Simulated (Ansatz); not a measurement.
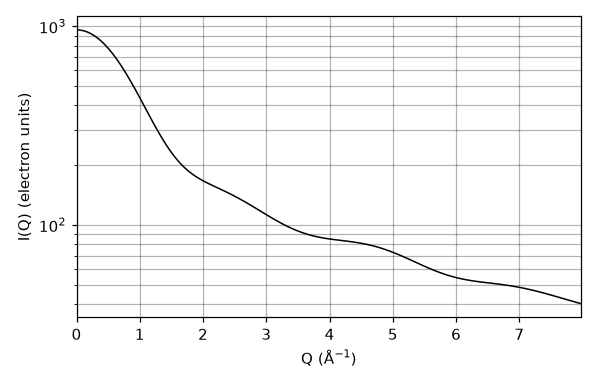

Elastic X-ray scattering of a randomly oriented, rigid molecule, calculated with the Debye equation from neutral-atom form factors (independent atoms, no Compton part, no vibration). The geometry is the end point of an optimisation (UKS PBE0-D4/def2-SVP (Ansatz)); it may be a saddle point or a higher isomer. It contains C, B, S, H.

### How many electrons does the independent-atom model of the molecule hold?

I(0) is the square of the electron number: I(0) = 961, so about 31 electrons, the count of CH4BS.

### What radius of gyration does the initial fall-off give?

From I(Q) ≈ I(0) exp(−Q²R²/3) at small Q, R ≈ 1.62 Å. It is larger than the electron-weighted radius of the nuclear positions alone (1.42 Å), because each atom's electron cloud adds to it.
